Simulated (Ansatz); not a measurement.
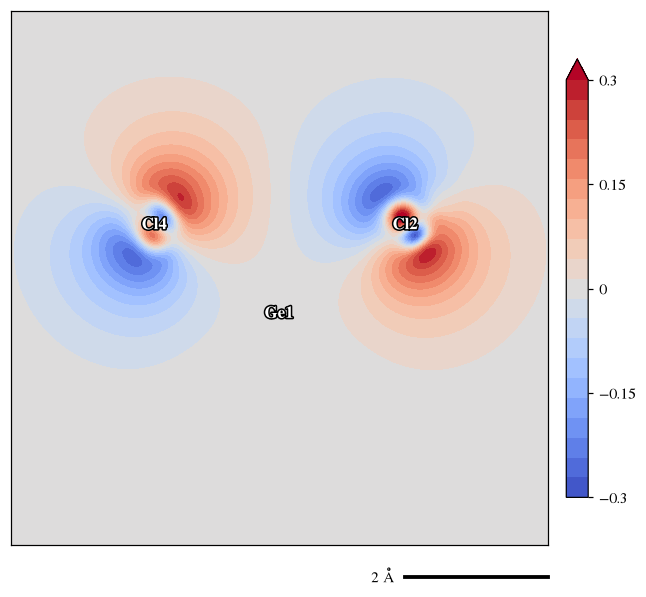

Cl4Ge. The HOMO on the plane of atoms Cl2, Ge1 and Cl4 (values in Å⁻³ᐟ²; the overall sign is arbitrary).

Method: RKS PBE/def2-SVP in Ansatz 0.2.0.

Input file:

```
crystal:
  periodic: [false, false, false]
  atoms:
    - { symbol: Ge, position_ang: [0.0, 0.0, 0.0] }
    - { symbol: Cl, position_ang: [0.0, 0.0, 2.22] }
    - { symbol: Cl, position_ang: [2.0935, 0.0, -0.7393] }
    - { symbol: Cl, position_ang: [-1.0456, 1.8115, -0.7393] }
    - { symbol: Cl, position_ang: [-1.0456, -1.8115, -0.7393] }
basis:
  gaussian: { orbitals: def2-SVP }
hamiltonian:
  xc: pbe
relax:
  f_tol: 0.02
  max_steps: 40
output:
  orbitals: {}
```

Run with:

```sh
ansatz run input.yaml --threads 2 --pin off --max-ram 3072MiB --backend cpu --events-out ev --progress --plain --runs-dir out
```

The fields are those of the run's last geometry, not of the input's.

What is the character of this orbital?

Answer. Its weight (Hirshfeld) is mainly on Cl2 (about 35 %), Cl3 (about 35 %), Cl4 (about 10 %) and Cl5 (about 10 %); largely a combination of lone pairs on Cl2, Cl3, Cl4 and Cl5. It is one of a degenerate set, so its orientation is arbitrary. Its energy is −8.00 eV.
